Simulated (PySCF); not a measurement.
# BSiH4F: one change and its effect

System: BSiH4F.
Method of run A: GIAO PBE0/6-31G* NMR shielding, non-relativistic, gas phase (PySCF 2.14.0).

The geometry comes from this level: PBE0-D3(BJ)/def2-SVP. Text and figures count atoms from 1; the logs count them from 0 in places.

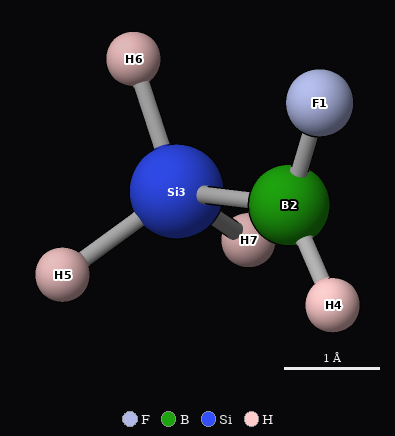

**Figure 1.** The structure (ball-and-stick view, seen at a tilt; atoms are numbered from 1 in the order of the input).

## Input, run A
```
{"job": {"kind": "nmr", "xc": "PBE0", "basis": "6-31G*", "pop": true}, "charge": 0, "multiplicity": 1}
F      2.009467     1.075633    -0.152758
B      1.285242    -0.018165    -0.004434
Si    -0.748811     0.075100     0.001228
H      1.899430    -1.059487     0.119925
H     -1.268194    -0.507607     1.279704
H     -1.276121     1.466460    -0.146421
H     -1.276928    -0.765407    -1.120545
```

The first line tells a small driver script what to run in PySCF; the rest is the geometry in Å.

Launched with:
```bash
OMP_NUM_THREADS=1 python <driver script> task.json out
```

Hardware: 1 CPU thread, shared host.

## Output (run A)
```
coarse grid: 6280 points
cycle   1  E = -416.3072315148  dE = -5.973e-02  |g| = 4.377e-01  |ddm| = 2.133e+00
cycle   2  E = -416.2557004683  dE =  5.153e-02  |g| = 7.179e-01  |ddm| = 6.745e-01
cycle   3  E = -416.3400866303  dE = -8.439e-02  |g| = 1.765e-02  |ddm| = 4.409e-01
cycle   4  E = -416.3401656501  dE = -7.902e-05  |g| = 4.173e-03  |ddm| = 2.255e-02
cycle   5  E = -416.3401717899  dE = -6.140e-06  |g| = 9.620e-04  |ddm| = 6.558e-03
final grid: 56232 points
cycle   6  E = -416.3241145485  dE = -1.203e-05  |g| = 1.060e-03  |ddm| = 1.008e-02
cycle   7  E = -416.3241147726  dE = -2.242e-07  |g| = 7.047e-04  |ddm| = 2.349e-03
cycle   8  E = -416.3241149303  dE = -1.577e-07  |g| = 1.124e-04  |ddm| = 9.523e-04
cycle   9  E = -416.3241149319  dE = -1.633e-09  |g| = 7.027e-05  |ddm| = 1.292e-04
cycle  10  E = -416.3241149327  dE = -8.113e-10  |g| = 1.106e-05  |ddm| = 4.656e-05
converged SCF energy = -416.3241149327

GIAO shielding tensors (ppm)
atom      isotropic    diamagn.    paramagn.     s11        s22        s33       span
  0 F      115.168     465.980    -350.812   -143.809    -38.609    527.922    671.731
  1 B       41.736     194.156    -152.420    -40.526     70.040     95.694    136.220
  2 Si     492.302     882.656    -390.354    476.049    491.018    509.839     33.790
  3 H       24.963      28.437      -3.474     21.920     24.632     28.336      6.416
  4 H       28.279      29.169      -0.890     25.841     26.537     32.458      6.617
  5 H       28.502      29.345      -0.843     25.537     26.853     33.117      7.580
  6 H       28.285      29.176      -0.891     25.859     26.543     32.454      6.594
```

For run B the input was changed thus:
```diff
-"basis": "6-31G*"
+"basis": "cc-pVTZ"
```

How does run B compare with run A?

The total energy of run B is 52.7 kcal/mol lower, which measures the change of basis and not a stability. The HOMO goes from −8.01 to −8.19 eV. The LUMO goes from −1.39 to −1.73 eV. The dipole moment goes from 0.34 to 0.49 D. Of all shieldings, the largest change is that of Si3, by −24.8 ppm. The SCF takes 11 iterations against 10. The basis functions go from 54 to 150.

## Output (run B)
```
coarse grid: 6280 points
cycle   1  E = -416.3730953775  dE = -5.680e-02  |g| = 4.326e-01  |ddm| = 4.790e+00
cycle   2  E = -416.3246117862  dE =  4.848e-02  |g| = 7.287e-01  |ddm| = 1.212e+00
cycle   3  E = -416.4029291168  dE = -7.832e-02  |g| = 1.905e-02  |ddm| = 7.236e-01
cycle   4  E = -416.4030015971  dE = -7.248e-05  |g| = 4.778e-03  |ddm| = 3.574e-02
cycle   5  E = -416.4030064107  dE = -4.814e-06  |g| = 7.979e-04  |ddm| = 8.446e-03
final grid: 56232 points
cycle   6  E = -416.4080196760  dE = -5.450e-05  |g| = 3.395e-03  |ddm| = 5.474e-02
cycle   7  E = -416.4080190612  dE =  6.148e-07  |g| = 4.013e-03  |ddm| = 8.928e-03
cycle   8  E = -416.4080214328  dE = -2.372e-06  |g| = 6.686e-04  |ddm| = 4.904e-03
cycle   9  E = -416.4080215035  dE = -7.069e-08  |g| = 1.277e-04  |ddm| = 1.052e-03
cycle  10  E = -416.4080215085  dE = -4.999e-09  |g| = 1.393e-05  |ddm| = 2.856e-04
cycle  11  E = -416.4080215086  dE = -7.680e-11  |g| = 2.580e-06  |ddm| = 3.157e-05
converged SCF energy = -416.4080215086

GIAO shielding tensors (ppm)
atom      isotropic    diamagn.    paramagn.     s11        s22        s33       span
  0 F      112.200     464.329    -352.130   -148.667    -40.111    525.377    674.044
  1 B       29.067     190.161    -161.093    -60.006     58.241     88.967    148.972
  2 Si     467.469     886.809    -419.340    455.788    460.221    486.399     30.611
  3 H       24.458      27.956      -3.499     20.994     24.354     28.024      7.030
  4 H       27.710      29.063      -1.354     25.217     26.052     31.860      6.643
  5 H       28.003      29.324      -1.321     25.292     26.076     32.642      7.351
  6 H       27.719      29.073      -1.354     25.239     26.066     31.853      6.613
```

## The two runs side by side

| quantity | run A | run B |
| --- | --- | --- |
| outcome | converged | converged |
| total energy (hartree) | −416.324115 | −416.408022 |
| HOMO (eV) | −8.01 | −8.19 |
| LUMO (eV) | −1.39 | −1.73 |
| dipole moment (D) | 0.34 | 0.49 |
| shielding of F1 (ppm) | 115.2 | 112.2 |
| shielding of B2 (ppm) | 41.7 | 29.1 |
| shielding of Si3 (ppm) | 492.3 | 467.5 |
| shielding of H4 (ppm) | 25.0 | 24.5 |
| shielding of H5 (ppm) | 28.3 | 27.7 |
| shielding of H6 (ppm) | 28.5 | 28.0 |
| shielding of H7 (ppm) | 28.3 | 27.7 |
| SCF iterations | 10 | 11 |
| basis functions | 54 | 150 |
| wall time (shared host) | 3.8 s | 11 s |
